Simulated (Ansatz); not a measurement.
System: BClF (SMILES F[B]Cl) (doublet).

| atom | x (Å) | y (Å) | z (Å) |
| --- | --- | --- | --- |
| F | 0.5111 | 1.0775 | 0.3890 |
| B | -0.3662 | 0.2925 | -0.1663 |
| Cl | -0.1560 | -1.4347 | -0.2359 |

These are results of UKS PBE0-D4/def2-SVP (Ansatz 0.2.0), not measurements.

Q: What will maps of the electron density, electron localisation function and spin density show?

A: B–F (1.30 Å): the density is about 2.3 e/Å³ at the midpoint; the ELF peaks at about 0.85 between the atoms; a shared but strongly polarised pair.
B–Cl (1.74 Å): the density is about 1.4 e/Å³ at the midpoint; the ELF peaks at about 0.90 between the atoms (a polar covalent bond).
The unpaired spin (1 electron) lies mostly on B2 (about 0.8), Cl3 (about 0.1) and F1 (about 0.1), in electrons by Hirshfeld's partition.

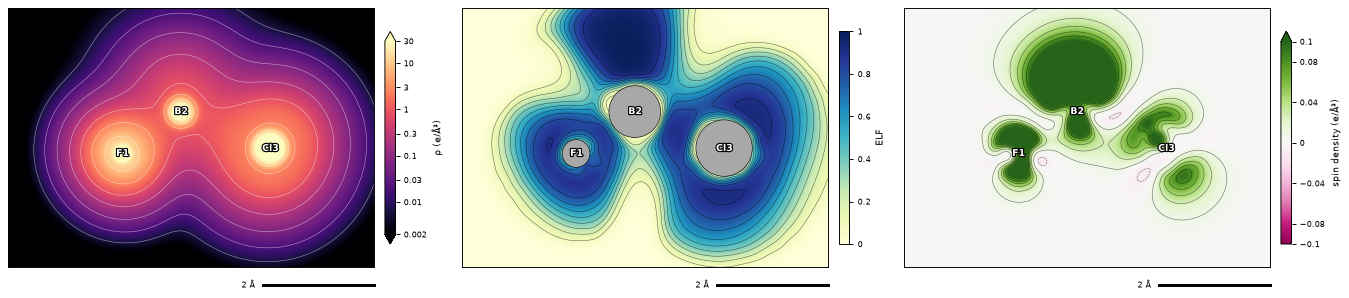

Computed electron density, electron localisation function and spin density on the molecular plane, in this order. Grey discs cover the atomic cores in the ELF map. 
